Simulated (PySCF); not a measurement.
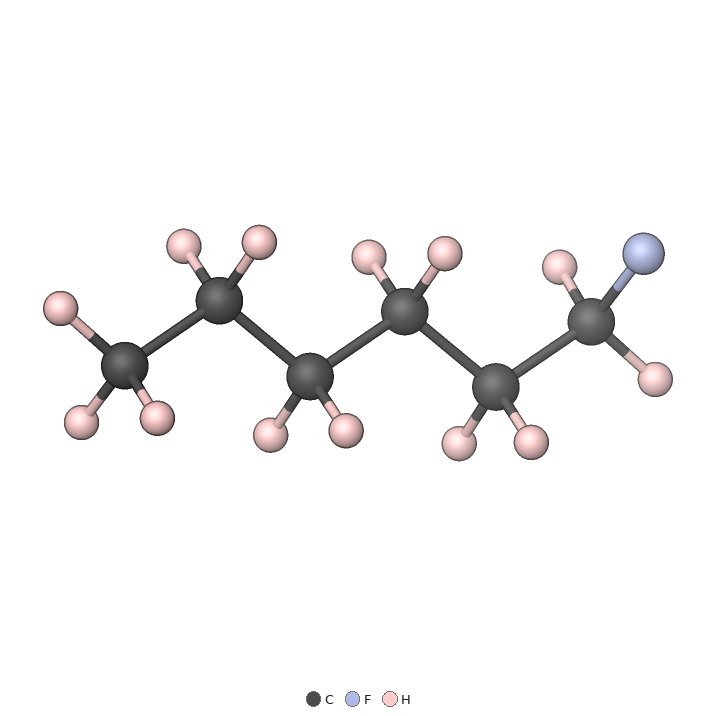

A ball-and-stick model of a molecule.

The computed structure is the end point of a PBE0-D3(BJ)/def2-SVP optimisation. No frequency run is at hand to confirm it as a minimum.

> Count the atoms of each element.

C6H13F, 20 atoms: 6 carbon, 13 hydrogen and 1 fluorine.

> Which point group does it belong to?

C1.

> Name some functional groups or characteristic bonds that it holds.

Among them: C–F bond.

> Write the SMILES.

CCCCCCF

More results for the same structure follow; atom numbers are the same in all pictures, views and colours differ.

**Geometry**

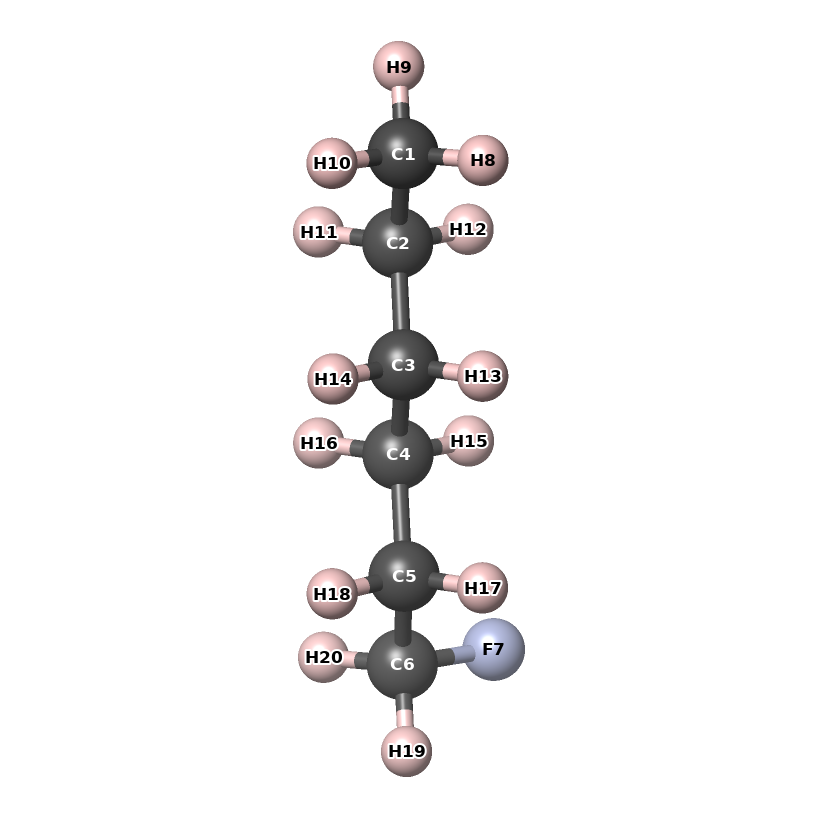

Numbered structure. No frequency run is at hand to confirm it as a minimum.

> What is the geometry at C6?

C6 has 4 neighbours (C5 at 1.51, F7 at 1.38, H19 at 1.10, H20 at 1.10 Å); the arrangement is tetrahedral.

> How are the neighbours of atom 3 arranged?

C3 has 4 neighbours (C2 at 1.52, C4 at 1.52, H13 at 1.11, H14 at 1.11 Å); the arrangement is tetrahedral.

> How are the neighbours of atom 5 arranged?

C5 has 4 neighbours (C4 at 1.52, C6 at 1.51, H17 at 1.10, H18 at 1.10 Å); the arrangement is tetrahedral.

> Describe the coordination of atom 4.

C4 has 4 neighbours (C3 at 1.52, C5 at 1.52, H15 at 1.10, H16 at 1.11 Å); the arrangement is tetrahedral.

> What is the dihedral angle C2–C3–C4–C5?

180° in size, that is anti.

**NMR shielding**

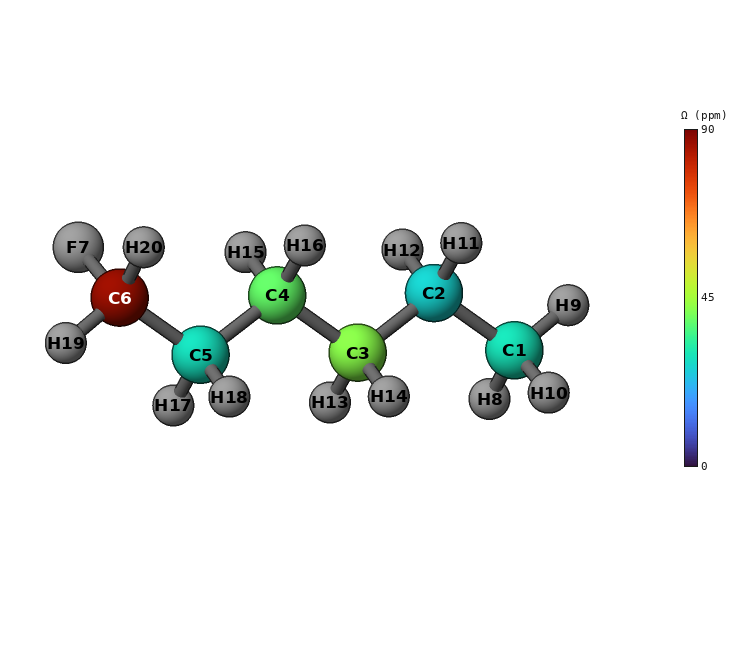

The C atoms are coloured by the span of their shielding tensor. No frequency run is at hand to confirm it as a minimum. Properties computed with GIAO PBE0/pcSseg-1 NMR shielding, non-relativistic, gas phase (PySCF 2.14.0). Principal shieldings σ11 ≤ σ22 ≤ σ33, span Ω = σ33 − σ11, skew κ = 3(σiso − σ22)/Ω.

> Which C atom has the most anisotropic shielding?

C6, with a span of 86 ppm.

Give the shielding tensors of the C atoms.

| atom | σ11 | σ22 | σ33 | σiso | Ω | κ |
| --- | --- | --- | --- | --- | --- | --- |
| C1 | 156.2 | 161.1 | 185.9 | 167.7 | 29.7 | 0.67 |
| C2 | 144.9 | 155.2 | 171.6 | 157.2 | 26.6 | 0.23 |
| C3 | 129.1 | 144.1 | 171.5 | 148.3 | 42.4 | 0.29 |
| C4 | 133.2 | 158.1 | 172.2 | 154.5 | 39.0 | −0.27 |
| C5 | 135.5 | 148.4 | 164.7 | 149.5 | 29.2 | 0.12 |
| C6 | 65.1 | 84.2 | 151.0 | 100.1 | 85.9 | 0.56 |

Shieldings and span in ppm.

**Dipole moment**

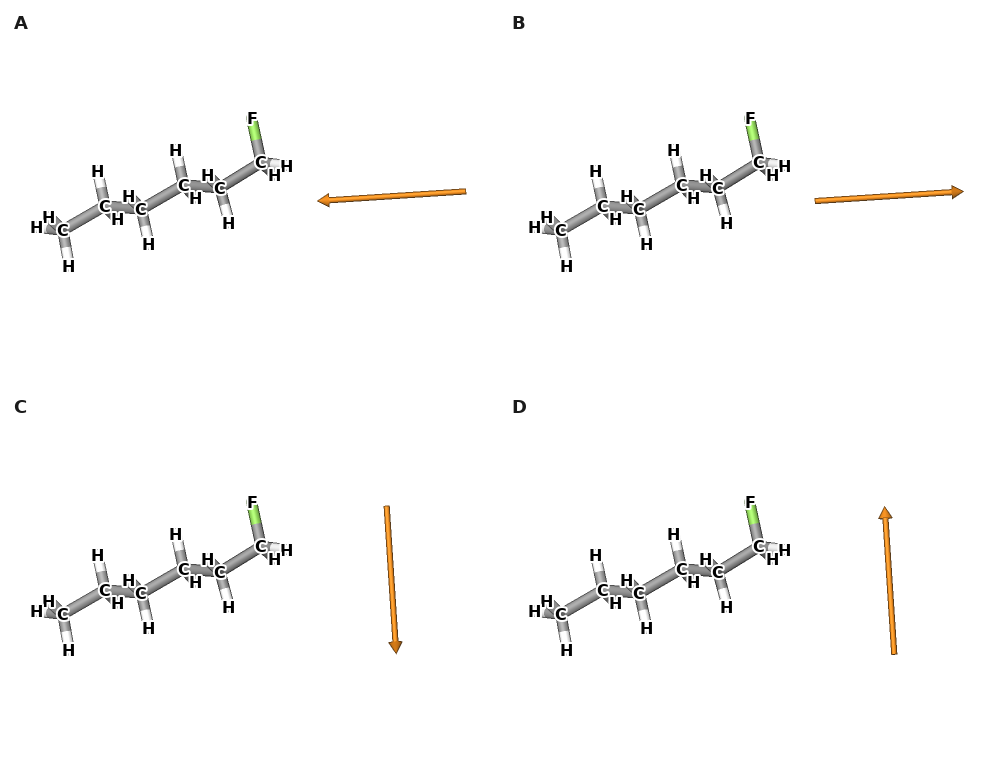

The same molecule four times, each with an arrow. No frequency run is at hand to confirm it as a minimum. Properties computed with B3LYP/pcJ-1, gas phase (PySCF 2.14.0).

> Which arrow points along the dipole moment, from the negative to the positive end?

C. The dipole moment is 1.71 D.

**Spin–spin coupling**

No frequency run is at hand to confirm it as a minimum. Method: B3LYP/pcJ-1 indirect spin-spin coupling, non-relativistic, gas phase (PySCF 2.14.0). Isotopes: 13C, 19F, 1H.

Give the spin–spin coupling constants of these pairs, with the number of bonds between them: C6/F7, C5/F7, F7/H20, F7/H19, C4/F7, F7/H18, F7/H17.

| pair | bonds apart | J (Hz) |
| --- | --- | --- |
| C6, F7 | 1 | −232.9 |
| C5, F7 | 2 | 19.9 |
| F7, H20 | 2 | 55.3 |
| F7, H19 | 2 | 54.0 |
| C4, F7 | 3 | 2.9 |
| F7, H18 | 3 | 44.4 |
| F7, H17 | 3 | 10.5 |

Density functionals are unreliable for couplings to fluorine, so those rows may be far off.

**Charges**

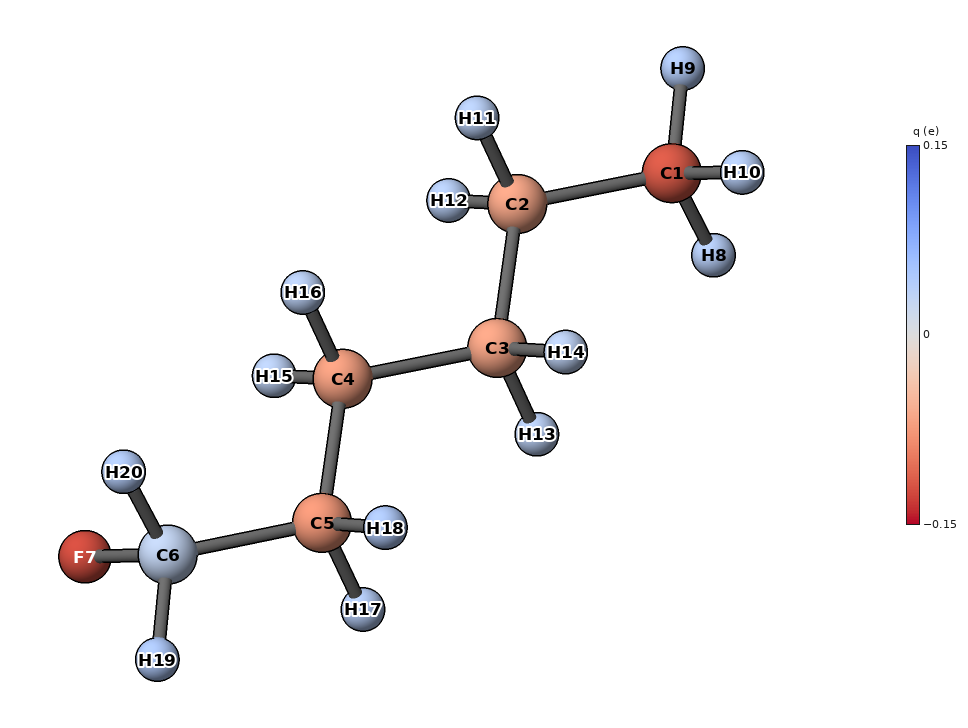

Atoms are coloured by their Hirshfeld charges. No frequency run is at hand to confirm it as a minimum. Level of theory: PBE0/pcSseg-1, gas phase (PySCF 2.14.0).

Give the Hirshfeld charges atom by atom.

```tsv
atom	value (e)
C1	−0.11
C2	−0.06
C3	−0.06
C4	−0.07
C5	−0.07
C6	0.03
F7	−0.12
H8	0.04
H9	0.04
H10	0.04
H11	0.03
H12	0.04
H13	0.03
H14	0.03
H15	0.03
H16	0.03
H17	0.04
H18	0.04
H19	0.04
H20	0.04
```
